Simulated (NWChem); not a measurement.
# C3H8O (methoxyethane) at 6 levels

We compute a comparison of 6 runs (B3LYP/6-31G*, BLYP/6-31G*, PBE0/6-31G*, SVWN5/6-31G*, TPSS/6-31G*, revPBE/6-31G*) of C3H8O (methoxyethane). 

Program for the calculation: NWChem 7.3.0.

**1. The structure to begin with**

C3H8O: 12 atoms, total charge 0, spin state singlet. As SMILES, `CCOC`. The C4–H12 distance was set to 2.419 Å, away from the relaxed value. At this shape a bond of the SMILES string is far longer than usual.

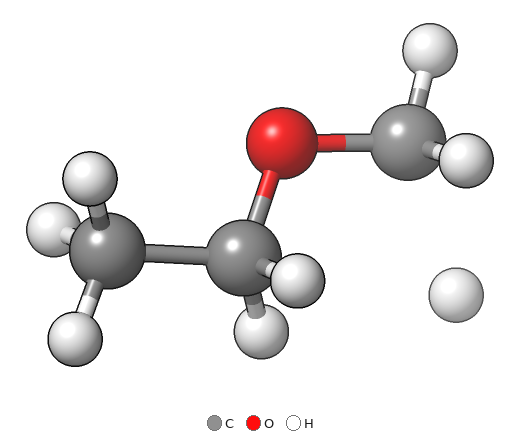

The structure, seen from a chosen angle (carbon grey, oxygen red, hydrogen white).

**2. A single-point energy at B3LYP/6-31G(d) (spherical functions) (run 1)**

File calc.xyz:

```xyz
12

C     -1.217952     1.147635     1.836385
C     -0.089752     0.335435     1.254585
O      0.960848     1.200235     0.904985
C      2.051748     0.519335     0.355285
H     -1.579352     1.877735     1.109685
H     -0.884052     1.685935     2.725585
H     -2.049452     0.497535     2.116985
H     -0.429952    -0.219465     0.365585
H      0.266048    -0.411065     1.982685
H      2.816648     1.257835     0.113685
H      2.472548    -0.209365     1.063185
H      1.438600    -0.660100    -1.666100
```

File run.py:

```python
from ase.io import read
from ase.calculators.nwchem import NWChem

atoms = read('calc.xyz')

calc = NWChem(
    label='calc',
    theory='dft',
    memory='2200 mb',
    basis='6-31G*',
    basispar='spherical bse',
    dft={'xc': 'b3lyp', 'mult': '1', 'grid': 'xfine', 'convergence': 'energy 1e-08', 'iterations': '100', 'mulliken': None},
    task='energy',
)
atoms.calc = calc

print("Total energy (eV):", round(atoms.get_potential_energy(), 6))
print("dipole (e A):", atoms.get_dipole_moment().round(4))
```

Run with:

```sh
$ export ASE_NWCHEM_COMMAND="nwchem PREFIX.nwi > PREFIX.nwo"
$ python run.py
```

The log of the run:

```text
Total energy (eV): -5283.966083
dipole (e A): [-0.0493  0.0209  0.4721]
```

The calculator wrote calc.nwi:

```
title "calc"

permanent_dir calc

scratch_dir calc

start calc

geometry units angstrom nocenter noautosym noautoz
  C  -1.2179519999999999e+00 1.1476350000000000e+00 1.8363849999999999e+00
  C  -8.9751999999999998e-02 3.3543499999999998e-01 1.2545850000000001e+00
  O  9.6084800000000004e-01 1.2002349999999999e+00 9.0498500000000004e-01
  C  2.0517479999999999e+00 5.1933499999999999e-01 3.5528500000000002e-01
  H  -1.5793520000000001e+00 1.8777349999999999e+00 1.1096850000000000e+00
  H  -8.8405199999999995e-01 1.6859350000000000e+00 2.7255850000000001e+00
  H  -2.0494520000000001e+00 4.9753500000000001e-01 2.1169850000000001e+00
  H  -4.2995200000000000e-01 -2.1946499999999999e-01 3.6558499999999999e-01
  H  2.6604800000000001e-01 -4.1106500000000001e-01 1.9826850000000000e+00
  H  2.8166479999999998e+00 1.2578350000000000e+00 1.1368499999999999e-01
  H  2.4725480000000002e+00 -2.0936500000000000e-01 1.0631850000000000e+00
  H  1.4386000000000001e+00 -6.6010000000000002e-01 -1.6660999999999999e+00
end

memory 2200 mb

basis spherical bse noprint
   * library 6-31G*
end

dft
  xc b3lyp
  mult 1
  grid xfine
  convergence energy 1e-08
  iterations 100
  mulliken
end

task dft energy
```

calc.nwo:

```text
Northwest Computational Chemistry Package (NWChem) 7.3.0
             --------------------------------------------------------

           Job information
           ---------------

    nwchem branch   = 7.3.0
    use scalapack   = T
    input           = calc.nwi
    prefix          = calc.
    data base       = calc/calc.db
    status          = startup
    nproc           =        1

           Memory information
           ------------------

[... 5 lines left out ...]
    hardfail = no
[... 126 lines left out ...]
          Convergence on energy requested:  1.00D-08
[... 26 lines left out ...]
          Convergence Information
[... 30 lines left out ...]
 1-e energy   =    -518.529763
[... 44 lines left out ...]
      One electron energy =     -521.408089173556
[... 8 lines left out ...]
                       DFT Final Molecular Orbital Analysis
[... 541 lines left out ...]
     Multipole analysis of the density
     ---------------------------------

     L   x y z        total         alpha         beta         nuclear
     -   - - -        -----         -----         ----         -------
     0   0 0 0     -0.000000    -17.000000    -17.000000     34.000000

     1   1 0 0     -0.093078    -13.465562    -13.465562     26.838047
[... 8 lines of this table left out ...]
     2   0 0 2    -20.312507   -113.918555   -113.918555    207.524602

 Task  times  cpu:       71.5s     wall:       71.5s
 Total times  cpu:       71.5s     wall:       71.5s
```

Wall time 73 s (1 thread of Intel Xeon Platinum 8259CL at 2.50GHz (Skylake/Cascade Lake), shared host); peak memory 0.15 GiB.

**3. A single-point energy at BLYP/6-31G(d) (spherical functions) (run 2)**

File c3h8o.nw:

```
start c3h8o
title "C3H8O BLYP"
memory total 2200 mb
geometry units angstroms noautosym nocenter noautoz
C     -1.217952     1.147635     1.836385
C     -0.089752     0.335435     1.254585
O      0.960848     1.200235     0.904985
C      2.051748     0.519335     0.355285
H     -1.579352     1.877735     1.109685
H     -0.884052     1.685935     2.725585
H     -2.049452     0.497535     2.116985
H     -0.429952    -0.219465     0.365585
H      0.266048    -0.411065     1.982685
H      2.816648     1.257835     0.113685
H      2.472548    -0.209365     1.063185
H      1.438600    -0.660100    -1.666100
end
basis spherical bse
* library 6-31G*
end
dft
xc becke88 lyp
grid xfine
convergence energy 1e-08
iterations 100
mulliken
end
task dft energy
```

Run with:

```sh
$ nwchem c3h8o.nw > c3h8o.out
```

The log of the run:

```text
[...]
          Wavefunction type:  closed shell.
          No. of atoms     :    12
          No. of electrons :    34
[...]
          Charge           :     0
          Spin multiplicity:     1
[...]
          AO basis - number of functions:    72
[...]
              XC Information
              --------------
                    Becke 1988 Exchange Functional  1.000
              Lee-Yang-Parr Correlation Functional  1.000
[...]
 d= 0,ls=0.0,diis     1   -194.0080337471 -3.25D+02  2.24D-02  6.81D-01     8.1
[...]
 d= 0,ls=0.0,diis    14   -194.0968530022 -4.64D-10  5.05D-07  2.85D-09    75.0
         Total DFT energy =     -194.096853002158
      One electron energy =     -521.421039237337
           Coulomb energy =      223.782203223437
    Exchange-Corr. energy =      -27.613612040958
 Nuclear repulsion energy =      131.155595052700
[...]
      Total Density - Mulliken Population Analysis
     ---------------------------------------------
    Atom       Charge   Shell Charges
 -----------   ------   -------------------------------------------------------
    1 C    6     6.42   2.00  0.68  2.16  0.60  0.96  0.03
    2 C    6     6.01   2.00  0.69  2.08  0.49  0.69  0.06
    3 O    8     8.34   2.00  0.92  2.90  0.94  1.55  0.03
    4 C    6     6.05   2.00  0.71  1.91  0.59  0.79  0.05
    5 H    1     0.85   0.53  0.32
    6 H    1     0.86   0.53  0.33
    7 H    1     0.86   0.53  0.33
    8 H    1     0.86   0.53  0.33
    9 H    1     0.88   0.54  0.35
   10 H    1     0.85   0.53  0.32
[...]
```

Wall time 76 s (1 thread of Intel Xeon Platinum 8259CL at 2.50GHz (Skylake/Cascade Lake), shared host); peak memory 0.15 GiB.

Runs 3 to 4 aren't shown in full; the table further down has their settings and results.

**4. A single-point energy at TPSS/6-31G(d) (spherical functions) (run 5)**

calc.xyz is that of step 2.

File run.py:

```python
from ase.io import read
from ase.calculators.nwchem import NWChem

mol = read('calc.xyz')

calc = NWChem(
    label='calc',
    theory='dft',
    memory='2200 mb',
    basis='6-31G*',
    basispar='spherical bse',
    dft={'xc': 'xtpss03 ctpss03', 'mult': '1', 'grid': 'xfine', 'convergence': 'energy 1e-08', 'iterations': '100', 'mulliken': None},
    task='energy',
)
mol.calc = calc

print("Total energy (eV):", round(mol.get_potential_energy(), 6))
print("dipole (e A):", mol.get_dipole_moment().round(4))
```

Run with:

```sh
$ export ASE_NWCHEM_COMMAND="nwchem PREFIX.nwi > PREFIX.nwo"
$ python run.py
```

The log of the run:

```text
Total energy (eV): -5284.932872
dipole (e A): [-0.0698  0.0428  0.5045]
```

The calculator wrote calc.nwi:

```
title "calc"

permanent_dir calc

scratch_dir calc

start calc

geometry units angstrom nocenter noautosym noautoz
  C  -1.2179519999999999e+00 1.1476350000000000e+00 1.8363849999999999e+00
  C  -8.9751999999999998e-02 3.3543499999999998e-01 1.2545850000000001e+00
  O  9.6084800000000004e-01 1.2002349999999999e+00 9.0498500000000004e-01
  C  2.0517479999999999e+00 5.1933499999999999e-01 3.5528500000000002e-01
  H  -1.5793520000000001e+00 1.8777349999999999e+00 1.1096850000000000e+00
  H  -8.8405199999999995e-01 1.6859350000000000e+00 2.7255850000000001e+00
  H  -2.0494520000000001e+00 4.9753500000000001e-01 2.1169850000000001e+00
  H  -4.2995200000000000e-01 -2.1946499999999999e-01 3.6558499999999999e-01
  H  2.6604800000000001e-01 -4.1106500000000001e-01 1.9826850000000000e+00
  H  2.8166479999999998e+00 1.2578350000000000e+00 1.1368499999999999e-01
  H  2.4725480000000002e+00 -2.0936500000000000e-01 1.0631850000000000e+00
  H  1.4386000000000001e+00 -6.6010000000000002e-01 -1.6660999999999999e+00
end

memory 2200 mb

basis spherical bse noprint
   * library 6-31G*
end

dft
  xc xtpss03 ctpss03
  mult 1
  grid xfine
  convergence energy 1e-08
  iterations 100
  mulliken
end

task dft energy
```

calc.nwo:

```text
Northwest Computational Chemistry Package (NWChem) 7.3.0
             --------------------------------------------------------

           Job information
           ---------------

    nwchem branch   = 7.3.0
    use scalapack   = T
    input           = calc.nwi
    prefix          = calc.
    data base       = calc/calc.db
    status          = startup
    nproc           =        1

           Memory information
           ------------------

[... 5 lines left out ...]
    hardfail = no
[... 126 lines left out ...]
          Convergence on energy requested:  1.00D-08
[... 22 lines left out ...]
          Convergence Information
[... 30 lines left out ...]
 1-e energy   =    -518.529763
[... 42 lines left out ...]
      One electron energy =     -521.346249171674
[... 8 lines left out ...]
                       DFT Final Molecular Orbital Analysis
[... 541 lines left out ...]
     Multipole analysis of the density
     ---------------------------------

     L   x y z        total         alpha         beta         nuclear
     -   - - -        -----         -----         ----         -------
     0   0 0 0     -0.000000    -17.000000    -17.000000     34.000000

     1   1 0 0     -0.131877    -13.484962    -13.484962     26.838047
[... 8 lines of this table left out ...]
     2   0 0 2    -20.289822   -113.907212   -113.907212    207.524602

 Task  times  cpu:       96.8s     wall:       96.8s
 Total times  cpu:       96.8s     wall:       96.8s
```

Wall time 98 s (1 thread of Intel Xeon Platinum 8259CL at 2.50GHz (Skylake/Cascade Lake), shared host); peak memory 0.15 GiB.

**5. The energy at revPBE/6-31G(d) (spherical functions) (run 6)**

File c3h8o.nw:

```
start c3h8o
title "C3H8O energy"
memory stack 880 mb heap 220 mb global 1100 mb
charge 0

geometry noautosym nocenter noautoz
  C    -1.217952    1.147635    1.836385
  C    -0.089752    0.335435    1.254585
  O     0.960848    1.200235    0.904985
  C     2.051748    0.519335    0.355285
  H    -1.579352    1.877735    1.109685
  H    -0.884052    1.685935    2.725585
  H    -2.049452    0.497535    2.116985
  H    -0.429952   -0.219465    0.365585
  H     0.266048   -0.411065    1.982685
  H     2.816648    1.257835    0.113685
  H     2.472548   -0.209365    1.063185
  H     1.438600   -0.660100   -1.666100
end

basis spherical bse
  * library 6-31G*
end

dft
  xc revpbe cpbe96
  mult 1
  grid xfine
  convergence energy 1e-08
  iterations 100
  mulliken
  noprint "final vectors analysis"
end

task dft
```

Run with:

```sh
$ nwchem c3h8o.nw > c3h8o.out
```

The log of the run:

```text
[...]
          Wavefunction type:  closed shell.
          No. of atoms     :    12
          No. of electrons :    34
[...]
          Charge           :     0
          Spin multiplicity:     1
[...]
          AO basis - number of functions:    72
[...]
              XC Information
              --------------
                        RevPBE Exchange Functional  1.000
            Perdew 1991 LDA Correlation Functional  1.000 local
           PerdewBurkeErnz. Correlation Functional  1.000 non-local
[...]
 d= 0,ls=0.0,diis     1   -194.0438526013 -3.25D+02  2.17D-02  6.17D-01     9.5
[...]
 d= 0,ls=0.0,diis    13   -194.1260976110 -8.44D-09  4.51D-07  2.23D-09    73.8
         Total DFT energy =     -194.126097611040
      One electron energy =     -521.366834415791
           Coulomb energy =      223.713493167218
    Exchange-Corr. energy =      -27.628351415167
 Nuclear repulsion energy =      131.155595052700
[...]
      Total Density - Mulliken Population Analysis
     ---------------------------------------------
    Atom       Charge   Shell Charges
 -----------   ------   -------------------------------------------------------
    1 C    6     6.50   2.00  0.67  2.14  0.65  1.02  0.03
    2 C    6     6.06   2.00  0.68  2.06  0.53  0.73  0.06
    3 O    8     8.35   2.00  0.92  2.88  0.95  1.58  0.03
    4 C    6     6.09   2.00  0.70  1.88  0.62  0.83  0.05
    5 H    1     0.82   0.53  0.29
    6 H    1     0.83   0.53  0.30
    7 H    1     0.83   0.53  0.30
    8 H    1     0.83   0.53  0.30
    9 H    1     0.86   0.54  0.32
   10 H    1     0.83   0.53  0.29
[...]
```

Wall time 74 s (1 thread of Intel Xeon Platinum 8259CL at 2.50GHz (Skylake/Cascade Lake), shared host); peak memory 0.15 GiB.

**6. The series**

```
run                                level  energy (Eh)  dipole moment (D)  HOMO energy (eV)  LUMO energy (eV)  wall time
  1   B3LYP/6-31G* (spherical functions)  -194.182174               2.28             -6.10             -2.48       73 s
  2    BLYP/6-31G* (spherical functions)  -194.096853               2.35             -5.12             -2.89       76 s
  3    PBE0/6-31G* (spherical functions)  -193.940378               2.22             -6.28             -2.27       61 s
  4   SVWN5/6-31G* (spherical functions)  -192.498655               2.10             -5.29             -3.01       30 s
  5    TPSS/6-31G* (spherical functions)  -194.217702               2.45             -5.41             -3.01       98 s
  6  revPBE/6-31G* (spherical functions)  -194.126098               2.35                 –                 –       74 s
```

**7. What came out**

| quantity | value |
| --- | --- |
| run 6: total energy | -194.12610 Eh |
| run 6: dipole moment | 2.35 D |

**Reading.** The dipole moment (its size) runs from 2.10 D (SVWN5/6-31G*) to 2.45 D (TPSS/6-31G*). Over runs 1, 2, 3, 4, 5 the HOMO–LUMO gap runs from 2.23 eV (BLYP/6-31G*) to 4.01 eV (PBE0/6-31G*). Totals of different functionals can't be ranked against each other. In runs 1, 2, 3, 4, 5, 6 a closed-shell determinant meets a far-stretched bond, which it describes badly. All runs together took 6.9 min, the longest 98 s.
